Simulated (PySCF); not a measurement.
**C₆H₁₁Al (SMILES CCC#[C][AlH][CH2]C): density, localisation and related maps**

```yaml
atoms:
  - { symbol: C, position_ang: [-4.0446, 0.3861, 0.0577] }
  - { symbol: C, position_ang: [-3.1511, -0.8022, 0.4189] }
  - { symbol: C, position_ang: [-1.7482, -0.4320, 0.3926] }
  - { symbol: C, position_ang: [-0.5760, -0.1069, 0.3632] }
  - { symbol: Al, position_ang: [1.2693, 0.4830, 0.3200] }
  - { symbol: C, position_ang: [2.9012, -0.5577, -0.2147] }
  - { symbol: C, position_ang: [4.1186, 0.3723, -0.0494] }
  - { symbol: H, position_ang: [-5.0916, 0.0907, 0.0821] }
  - { symbol: H, position_ang: [-3.8945, 1.2001, 0.7636] }
  - { symbol: H, position_ang: [-3.8076, 0.7504, -0.9398] }
  - { symbol: H, position_ang: [-3.4032, -1.1663, 1.4203] }
  - { symbol: H, position_ang: [-3.3149, -1.6205, -0.2899] }
  - { symbol: H, position_ang: [1.5528, 1.9473, 0.7468] }
  - { symbol: H, position_ang: [2.8654, -0.9183, -1.2534] }
  - { symbol: H, position_ang: [3.0572, -1.4644, 0.3886] }
  - { symbol: H, position_ang: [5.0464, -0.1202, -0.3416] }
  - { symbol: H, position_ang: [3.9990, 1.2697, -0.6597] }
  - { symbol: H, position_ang: [4.2131, 0.6952, 0.9888] }
```

Geometry: GFN2-xTB.

Theory: PySCF 2.14.0, wB97X-D/def2-SVPD, SCF density, gas phase.

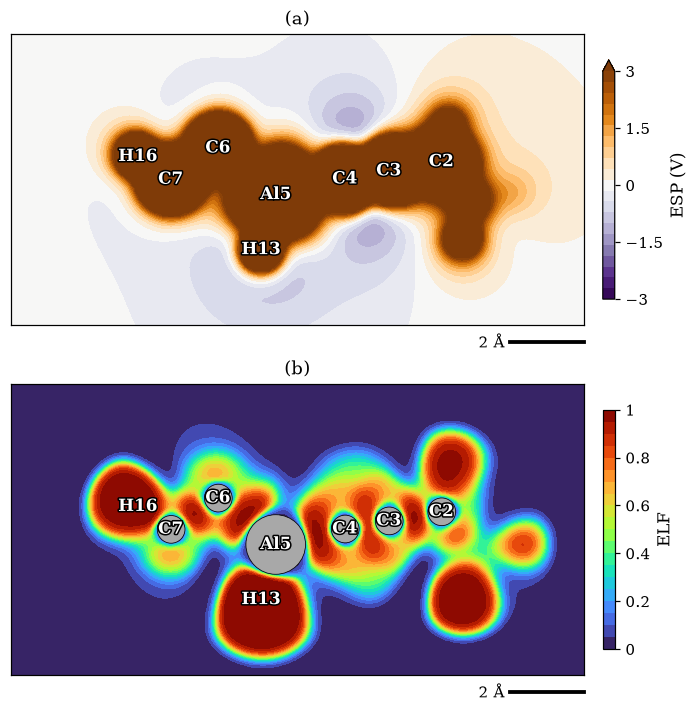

Figure 1. (a) electrostatic potential; (b) ELF on the plane of atoms C6, Al5 and H13. Grey discs cover the atomic cores in the ELF map.

### Read the bonding off the picture.

- The section cuts through C, Al and H sites.
- C–C (1.22 Å): the ELF peaks at about 0.90 between the atoms; a short, multiple covalent bond.
- C–Al (1.94 Å): the ELF peaks at about 0.95 between the atoms; a shared but strongly polarised pair.
- C–H (1.09 Å): the ELF climbs to about 1 towards the hydrogen, as it does in any bond to H (a covalent bond by its length).
- C–Al (2.01 Å): the ELF peaks at about 0.95 between the atoms, as expected for a shared but strongly polarised pair.
- Al–H (1.55 Å): the ELF climbs to about 1 towards the hydrogen.
- Outside the dense part of the molecule the potential is most negative (−1.2 V) near C4.

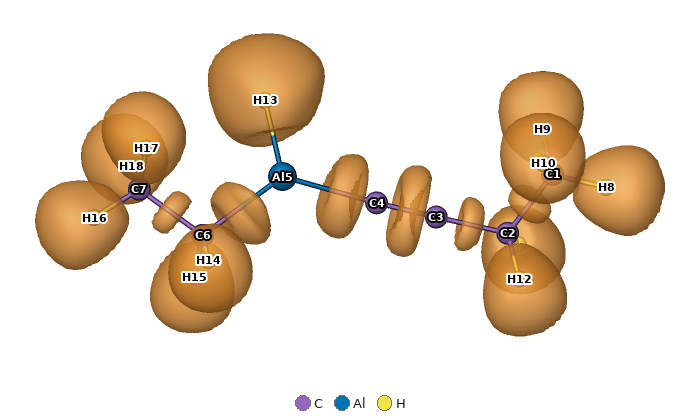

Figure 2. Isosurface of the electron localisation function at 0.8 (orange), seen across its widest extent. Only the valence region is drawn (cores and ρ < 0.01 e/Å³ removed).

### Describe the localisation domains.

The surface consists of one region between bonded Al–C atoms (shared pairs), four regions between bonded C–C atoms (shared pairs), eleven regions around hydrogen nuclei and one lobe of the valence shell of C pointing towards Al (polar bonds).

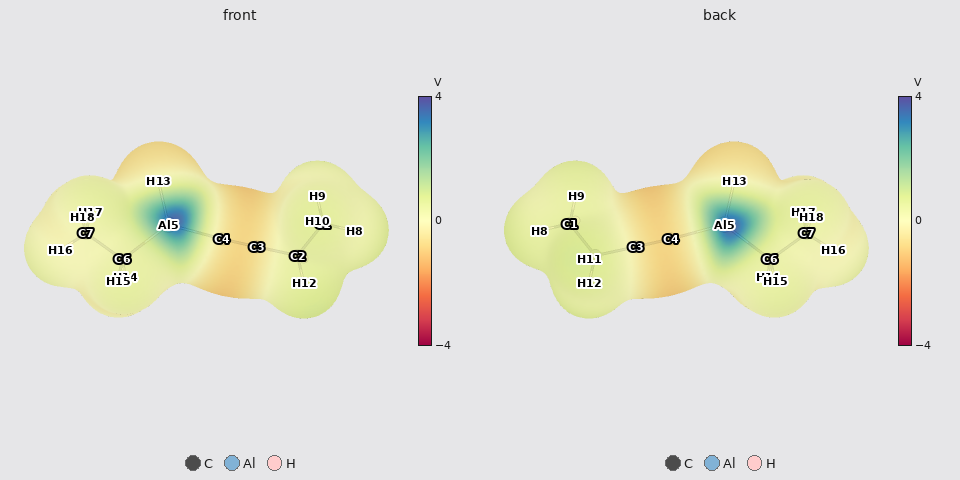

Figure 3. The electrostatic potential painted on the density surface at 0.002 e/bohr³, seen from the front and from behind; the colour scale runs from red (negative) to blue (positive).

### Where is the surface potential most negative and most positive?

The most negative region (about −1.0 V) lies over C3 and C4, the most positive (about +3.4 V) over Al5.

### How polar is the molecule by this calculation?

Its dipole moment is 1.38 D.
